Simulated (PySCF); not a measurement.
Consider C4H3F2N2Si (doublet).

```xyz
12

N    -1.2517    2.6791   -0.9840
C    -1.3960    1.6092   -0.6065
Si   -1.6376   -0.1436    0.0222
C     0.0235   -0.9534   -0.1400
C     1.1885   -0.4667    0.6192
F     1.9063   -1.4693    1.2175
F     0.8398    0.3814    1.6267
C     2.0479    0.2297   -0.3550
N     2.6661    0.7324   -1.1717
H    -2.5741   -0.8157   -0.8714
H    -2.0479   -0.0070    1.4183
H     0.2366   -1.7768   -0.8014
```

Geometry: GFN2-xTB.

All numbers below come from PySCF, UKS B3LYP, pcH-1 on C F H N Si, non-relativistic, mean-field spin-orbit, GIAO.

Question: What can the converged electron density, electron localisation function and spin density tell about the bonding?

Answer: C–N (1.14 Å): ρ is about 3.6 e/Å³ halfway; the ELF peaks at about 0.85 between the atoms: a short, multiple covalent bond.
C–F (1.37 Å): the density is about 2.2 e/Å³ at the midpoint, with its minimum of 1.8 e/Å³ about 0.5 Å from C; the ELF peaks at about 0.85 between the atoms; a shared but strongly polarised pair.
C–C (1.47 Å): ρ is about 1.8 e/Å³ halfway; the ELF peaks at about 0.95 between the atoms; a covalent bond.
The unpaired spin (1 electron) lies mostly on C4 (about 0.7), in electrons by Hirshfeld's partition.

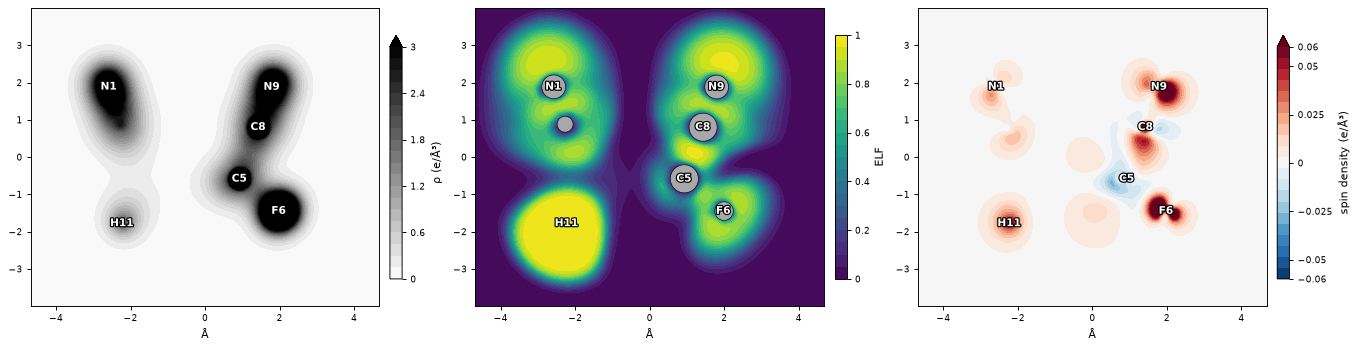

Computed electron density, electron localisation function and spin density on the plane of atoms F6, C5 and C8, in this order. Grey discs cover the atomic cores in the ELF map. 
